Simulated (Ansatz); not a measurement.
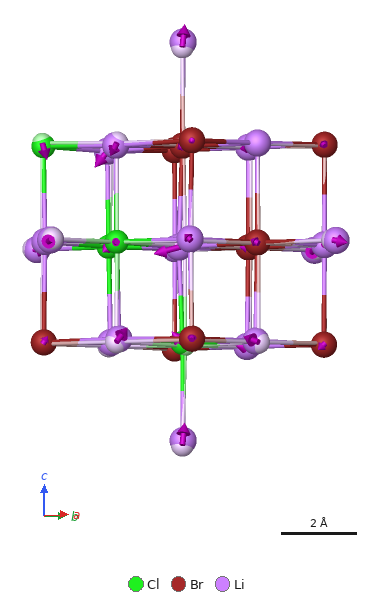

A relaxation of crystalline Cl$_{6}$Br$_{26}$Li$_{32}$ (a generated structure, set up in P1). The starting structure is drawn faded, the final one solid; purple arrows show the displacements, 5 times their true length.

A ball-and-stick model of the atoms within 5.8 Å of the atom that moves most (axes of the cell of the calculation (origin shifted)), seen from a free direction.

All numbers below come from Ansatz, DFT, PBEsol, PAW, plane waves. (plane-wave cutoff 420 eV; k-point mesh 1 × 1 × 1; mesh shifted by (0.25, 0.25, 0.25); no spin polarisation; cell relaxed at fixed shape; force threshold 0.03 eV/Å; at most 80 steps)

Atoms of which element are displaced furthest, and by how much?

Answer. Lithium: up to 0.18 Å, against 0.11 Å for chlorine.

What happened in the run?

Answer. A Li atom moves most relative to the cell: 0.18 Å along [−2 −3 −1]. By element the largest moves are Li 0.18 Å, Cl 0.11 Å, Br 0.07 Å. The drawn cell changes as follows: a = b = c 10.692 → 10.700 Å (+0.1 %); the volume changes by +0.2 %. Some distances before and after: Cl–Li 2.737 → 2.588 Å, Br–Li 2.639 → 2.787 Å, Br–Li 2.680 → 2.812 Å, Cl–Li 2.704 → 2.582 Å. Among the angles between lasting bonds that change: Li–Br–Li 87.9° → 92.0°, Br–Li–Br 91.1° → 87.1°, Li–Cl–Li 91.9° → 88.1°. The space group stays P1 (No. 1). Over 3 geometry steps the energy falls by 5.2 meV per atom. Largest force component: 0.21 eV/Å at the start, 0.0086 eV/Å at the end. The pressure goes from 0.18 to 0.03 GPa.
